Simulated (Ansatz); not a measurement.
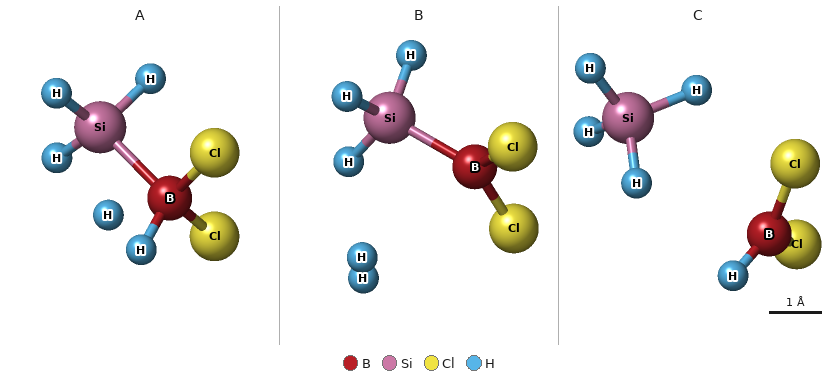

Three geometries of BSiH5Cl2: a saddle point and the two relaxed ends that it joins, in shuffled order. The picture is a ball-and-stick view, seen from a free direction. Sticks join atoms that are closer than about 1.2 times the sum of their covalent radii (a little more with hydrogen).

Stationary points at PBE0-D4/def2-TZVP, single-point energies with CCSD(T)/CBS, wB97M-V, B97M-V, PBE0-D4, SPW92 (LDA), PBE-QIDH (def2-TZVPP where no basis is named; Ansatz 0.2.0). The energies are electronic, without zero-point or thermal terms, and both ends are the relaxed geometries reached downhill from the saddle, with any fragments still in contact. CCSD(T)/CBS stands for a frozen-core estimate: MP2 correlation extrapolated from def2-TZVPP and def2-QZVPP, CCSD(T) minus MP2 from the smaller set.

Question: Identify the saddle point and describe the reaction.

Answer: Frame A is the saddle point. Counted by bonded pieces, B holds H₂ + SiBH₃Cl₂ and C holds BHCl₂ + SiH₄. From B over the saddle to C, bonds form: B–H (3.20 → 1.30 → 1.19 Å), H–Si (3.51 → 2.02 → 1.49 Å). Bonds break: B–Si (2.02 → 2.11 → 3.83 Å), H–H (0.75 → 1.02 → 2.85 Å). The saddle has one imaginary mode, 827i cm⁻¹. The end C keeps a soft imaginary mode of 30i cm⁻¹, so it isn't quite a minimum. With CCSD(T)/CBS the barrier is 1.00 eV from B and 1.40 eV from C, and C lies 0.40 eV below B.

```
      level  barrier from B (eV)  barrier from C (eV)  C less B (eV)
CCSD(T)/CBS                 1.00                 1.40          −0.40
    wB97M-V                 0.92                 1.38          −0.46
     B97M-V                 0.87                 1.29          −0.43
    PBE0-D4                 0.75                 1.12          −0.37
SPW92 (LDA)                 0.28                 0.61          −0.33
   PBE-QIDH                 0.85                 1.28          −0.43
```

Against CCSD(T)/CBS, wB97M-V comes closest on the barrier from B (−0.08 eV) and SPW92 (LDA) misses most (−0.72 eV).

Limits of the set-up: the start holds two separate molecules, 3.2 Å apart at their closest, whose relative position is a soft coordinate.
